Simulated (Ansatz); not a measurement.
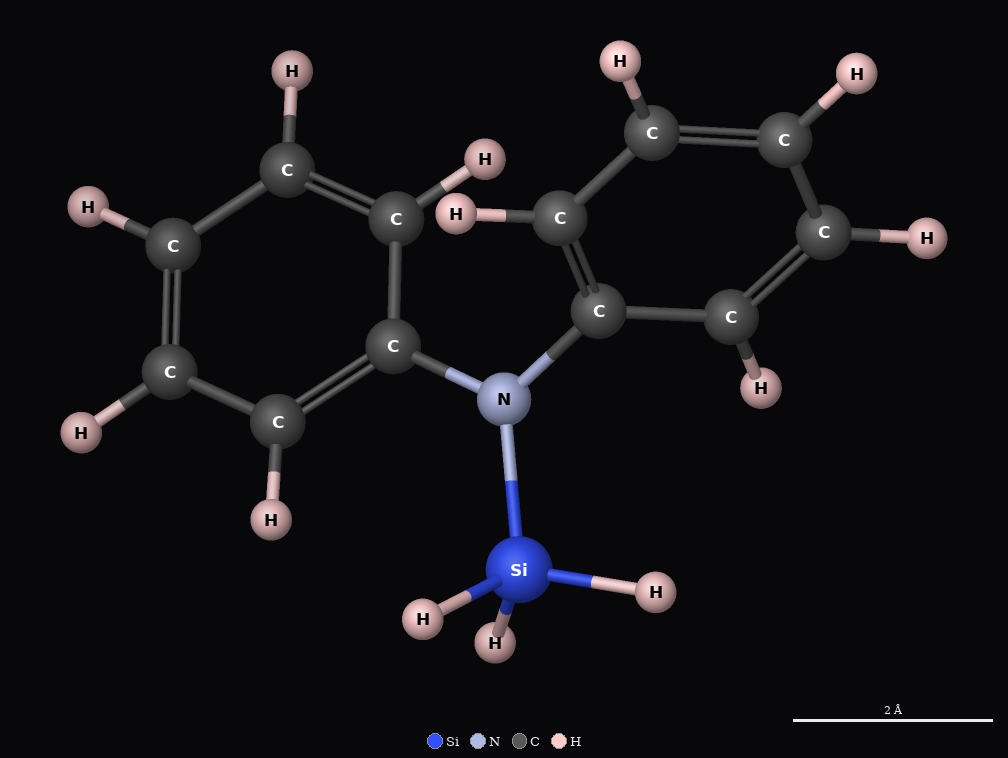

The picture shows the input geometry.

Ansatz 0.2.0 input:

```yaml
crystal:
  periodic: [false, false, false]
  atoms:
    - {symbol: Si, position_ang: [-2.106406, -1.198863, 1.130479]}
    - {symbol: N, position_ang: [-0.743079, -0.457064, 0.335195]}
    - {symbol: C, position_ang: [-0.912184, 0.622813, -0.541826]}
    - {symbol: C, position_ang: [-2.106024, 1.347057, -0.547955]}
    - {symbol: C, position_ang: [-2.301419, 2.381878, -1.447494]}
    - {symbol: C, position_ang: [-1.309203, 2.729960, -2.349724]}
    - {symbol: C, position_ang: [-0.117103, 2.019387, -2.341903]}
    - {symbol: C, position_ang: [0.083816, 0.976391, -1.455951]}
    - {symbol: C, position_ang: [0.574565, -0.857983, 0.677402]}
    - {symbol: C, position_ang: [1.451603, 0.048492, 1.268324]}
    - {symbol: C, position_ang: [2.732070, -0.345031, 1.615290]}
    - {symbol: C, position_ang: [3.149917, -1.650014, 1.390141]}
    - {symbol: C, position_ang: [2.278338, -2.555308, 0.806174]}
    - {symbol: C, position_ang: [0.999693, -2.160039, 0.442274]}
    - {symbol: H, position_ang: [-1.598883, -2.425557, 1.784872]}
    - {symbol: H, position_ang: [-3.156635, -1.520017, 0.130959]}
    - {symbol: H, position_ang: [-2.712967, -0.313561, 2.164350]}
    - {symbol: H, position_ang: [-2.887457, 1.115913, 0.168697]}
    - {symbol: H, position_ang: [-3.237918, 2.927829, -1.429950]}
    - {symbol: H, position_ang: [-1.460697, 3.544162, -3.047824]}
    - {symbol: H, position_ang: [0.669888, 2.273625, -3.043241]}
    - {symbol: H, position_ang: [1.014980, 0.424282, -1.471751]}
    - {symbol: H, position_ang: [1.118079, 1.064181, 1.447496]}
    - {symbol: H, position_ang: [3.405423, 0.369285, 2.075336]}
    - {symbol: H, position_ang: [4.150975, -1.957761, 1.668294]}
    - {symbol: H, position_ang: [2.596466, -3.574752, 0.620057]}
    - {symbol: H, position_ang: [0.322463, -2.859602, -0.034121]}
basis:
  gaussian: {orbitals: def2-TZVPD}
hamiltonian: {xc: {name: wB97}}
output: {forces: true}
```

It was started with:

```sh
ansatz run in.yaml --threads 11 --pin off --events-out ev --progress --plain --max-ram 120832MiB --backend cuda --devices 0, --max-vram 75GiB
```

Output:

```
Functional definition: wB97
  name "wB97"
  cite "Chai & Head-Gordon, J. Chem. Phys. 128, 084106 (2008) doi:10.1063/1.2834918"
  cite "Becke, J. Chem. Phys. 107, 8554 (1997) doi:10.1063/1.475007"
  parameter omega = 0.4/bohr
  parameter cx1 = 1.13116
  parameter cx2 = -2.74915
  parameter cx3 = 12.0900
  parameter cx4 = -5.71642
  parameter css1 = -2.55352
  parameter css2 = 11.8926
  parameter css3 = -26.9452
  parameter css4 = 17.0927
  parameter cos1 = 3.99051
  parameter cos2 = -17.0066
  parameter cos3 = 1.07292
  parameter cos4 = 8.88211
  # The coefficients of nought are those of the uniform gas.
  exchange = spin_sum(e_x_unif_sr(omega)*poly(b97_u_x, 1, cx1, cx2, cx3, cx4)) + exact_x_lr(omega)
  correlation = spin_sum(e_c_pw_same_spin*poly(b97_u_same, 1, css1, css2, css3, css4))
      + integral(e_c_pw_opposite_spin*poly(b97_u_opposite, 1, cos1, cos2, cos3, cos4))
3205 factors; their error is unknown
1410 factors; integrals over basis functions are off by at most 1.3e-5 eV
mean field evaluation 1: about -22017.5460 eV, gradient 5.8e1 eV
mean field evaluation 2: about -22022.8883 eV, gradient 3.7e1 eV
mean field evaluation 4: about -22025.8854 eV, gradient 1.6e0 eV
mean field evaluation 8: about -22025.8885 eV, gradient 7.2e-2 eV
mean field evaluation 16: about -22025.7658 eV, gradient 9.5e-4 eV
mean field -22025.76576458 eV, -809.4319622480 hartree, gradient 2.9e-5 eV, S^2 0.000000; 0 other end points of the search recorded, 0 dependent functions left out
the calculation of the forces begins
reference -22025.76574369 eV, -809.4319614803 hartree; 53, 53 occupied and 588, 588 virtual orbitals, 3205 factors
Total energy: -22025.76574369 eV, -809.4319614803 hartree
Atom 0 at    -2.106406    -1.198863     1.130479 Å, force    -0.127715    -0.092077     0.094782 eV/Å
Atom 1 at    -0.743079    -0.457064     0.335195 Å, force    -0.244538    -0.147005     0.147914 eV/Å
Atom 2 at    -0.912184     0.622813    -0.541826 Å, force    -0.027910     0.156623    -0.157774 eV/Å
Atom 3 at    -2.106024     1.347057    -0.547955 Å, force    -0.037372    -0.019063     0.054611 eV/Å
Atom 4 at    -2.301419     2.381878    -1.447494 Å, force    -0.046842     0.070207    -0.026422 eV/Å
Atom 5 at    -1.309203     2.729960    -2.349724 Å, force    -0.026420     0.059018    -0.047344 eV/Å
Atom 6 at    -0.117103     2.019387    -2.341903 Å, force     0.051986     0.031635    -0.063394 eV/Å
Atom 7 at     0.083816     0.976391    -1.455951 Å, force     0.031224    -0.014766    -0.004294 eV/Å
Atom 8 at     0.574565    -0.857983     0.677402 Å, force     0.205301    -0.074007     0.053019 eV/Å
Atom 9 at     1.451603     0.048492     1.268324 Å, force    -0.005819     0.022123     0.017914 eV/Å
Atom 10 at     2.732070    -0.345031     1.615290 Å, force     0.062148     0.054426     0.047593 eV/Å
Atom 11 at     3.149917    -1.650014     1.390141 Å, force     0.063449    -0.036100     0.012173 eV/Å
Atom 12 at     2.278338    -2.555308     0.806174 Å, force     0.064146    -0.076469    -0.003848 eV/Å
Atom 13 at     0.999693    -2.160039     0.442274 Å, force    -0.035790    -0.006425    -0.030716 eV/Å
Atom 14 at    -1.598883    -2.425557     1.784872 Å, force    -0.027253     0.035878    -0.021981 eV/Å
Atom 15 at    -3.156635    -1.520017     0.130959 Å, force     0.041595     0.017068     0.045743 eV/Å
Atom 16 at    -2.712967    -0.313561     2.164350 Å, force     0.030446    -0.042938    -0.055795 eV/Å
Atom 17 at    -2.887457     1.115913     0.168697 Å, force    -0.058515     0.008429     0.018451 eV/Å
Atom 18 at    -3.237918     2.927829    -1.429950 Å, force    -0.050524     0.031140    -0.003070 eV/Å
Atom 19 at    -1.460697     3.544162    -3.047824 Å, force    -0.008207     0.042396    -0.038240 eV/Å
Atom 20 at     0.669888     2.273625    -3.043241 Å, force     0.040091     0.018370    -0.038847 eV/Å
Atom 21 at     1.014980     0.424282    -1.471751 Å, force     0.065646    -0.026478    -0.017187 eV/Å
Atom 22 at     1.118079     1.064181     1.447496 Å, force    -0.022631     0.073791     0.012961 eV/Å
Atom 23 at     3.405423     0.369285     2.075336 Å, force     0.039069     0.035930     0.021259 eV/Å
Atom 24 at     4.150975    -1.957761     1.668294 Å, force     0.053166    -0.016594     0.015298 eV/Å
Atom 25 at     2.596466    -3.574752     0.620057 Å, force     0.019568    -0.053682    -0.006681 eV/Å
Atom 26 at     0.322463    -2.859602    -0.034121 Å, force    -0.048300    -0.051431    -0.026124 eV/Å
Dipole moment:     0.131523    -0.057903     0.056434 e Å
```

Self-consistency was reached.
